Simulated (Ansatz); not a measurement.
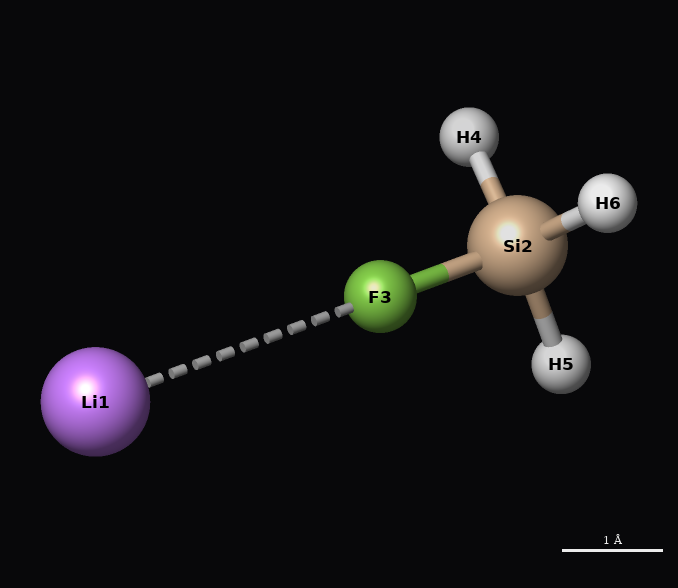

Two molecules or ions; the broken line marks their closest contact (measured against van der Waals radii). The species has charge +1 and is a spin singlet. Geometry: a pair of rigid molecules at a changed separation. Program: Ansatz 0.2.0.

Which two species are they?

Answer. Li and FH3Si (`F[SiH3].[Li+]`).

How long is the contact?

Answer. Li1···F3 is 3.51 Å.

Give the counterpoise-corrected interaction energy (kcal/mol, monomers kept as in the pair) with RHF-CCSD(T) (frozen core)/def2-TZVPPD; ωB97M-V/def2-TZVPPD.

```tsv
level	interaction energy (kcal/mol)
RHF-CCSD(T) (frozen core)/def2-TZVPPD	−10.2
ωB97M-V/def2-TZVPPD	−10.1
```
